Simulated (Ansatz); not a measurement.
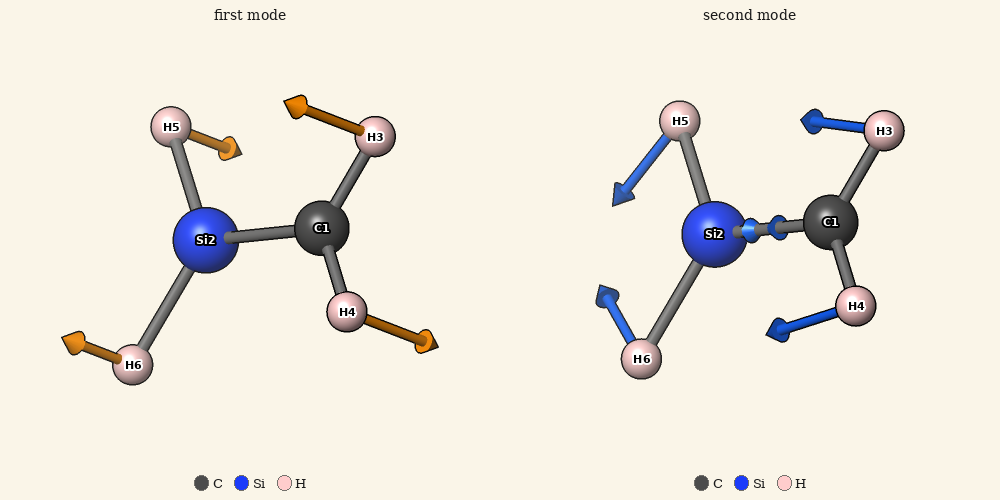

The system is CH₄Si, SMILES C=[SiH2]; the picture shows the reference structure; its two panels give the patterns of the first and the second mode as arrows. First axis: normal mode 3 (709 cm⁻¹). Second axis: normal mode 7 (969 cm⁻¹). Nothing is relaxed (straight displacements along the two mass-weighted modes). The grid has 15 × 15 points; 120 points were computed and 105 follow by symmetry. Energies are in kJ/mol, from the lowest grid point. The calculation used RKS PBE-D4/def2-TZVP (Ansatz 0.2.0).

Its coordinates:

```xyz
6

C    -0.7179   -0.5315   -0.2572
Si    0.6049    0.4477    0.2166
H    -1.3934   -0.9849    0.4694
H    -0.9385   -0.7411   -1.3046
H     0.9137    0.7393    1.6421
H     1.5313    1.0705   -0.7664
```

Range: normal mode 3 (709 cm⁻¹) from −0.793 to 0.793 amu½·Å; normal mode 7 (969 cm⁻¹) from −0.589 to 0.589 amu½·Å.

### What will the energy surface look like?

The lowest grid point is at normal mode 3 (709 cm⁻¹) = 0.000 amu½·Å, normal mode 7 (969 cm⁻¹) = 0.000 amu½·Å. It is the only kind of minimum in the scanned range. The highest grid point, normal mode 3 (709 cm⁻¹) = −0.793 amu½·Å, normal mode 7 (969 cm⁻¹) = 0.589 amu½·Å, lies 150 kJ/mol above the lowest.

```
normal mode 7 (969 cm⁻¹) ↓, normal mode 3 (709 cm⁻¹) →  −0.793  −0.680  −0.567  −0.453  −0.340  −0.227  −0.113  0.000  0.113  0.227  0.340  0.453  0.567  0.680  0.793
                                                 0.589     150     127     108      95      85      78      74     73     74     78     85     95    108    127    150
                                                 0.505     129     105      87      73      63      57      53     52     53     57     63     73     87    105    129
                                                 0.421     112      88      70      56      46      40      36     35     36     40     46     56     70     88    112
                                                 0.337      98      75      57      43      33      26      23     21     23     26     33     43     57     75     98
                                                 0.253      88      65      47      33      23      17      13     12     13     17     23     33     47     65     88
                                                 0.168      81      58      40      26      16      10       6      5      6     10     16     26     40     58     81
                                                 0.084      77      54      36      22      12       6       2      1      2      6     12     22     36     54     77
                                                 0.000      75      52      34      21      11       5       1      0      1      5     11     21     34     52     75
                                                −0.084      76      53      35      22      12       6       2      1      2      6     12     22     35     53     76
                                                −0.168      79      56      38      25      15       9       6      4      6      9     15     25     38     56     79
                                                −0.253      84      61      43      30      21      14      11     10     11     14     21     30     43     61     84
                                                −0.337      90      68      50      37      27      21      18     17     18     21     27     37     50     68     90
                                                −0.421      99      76      58      45      36      30      27     25     27     30     36     45     58     76     99
                                                −0.505     108      86      68      55      46      40      37     36     37     40     46     55     68     86    108
                                                −0.589     119      97      80      67      58      52      48     47     48     52     58     67     80     97    119
```

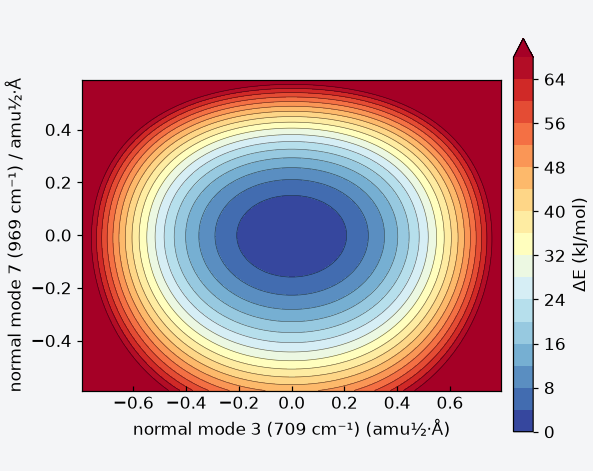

In the figure: filled contours, one colour for all values above the top of the scale. Between grid points the surface is interpolated.

The whole map (120 points run) took 3.5 min on 1 thread of Arm Neoverse V1, with other jobs on the host.
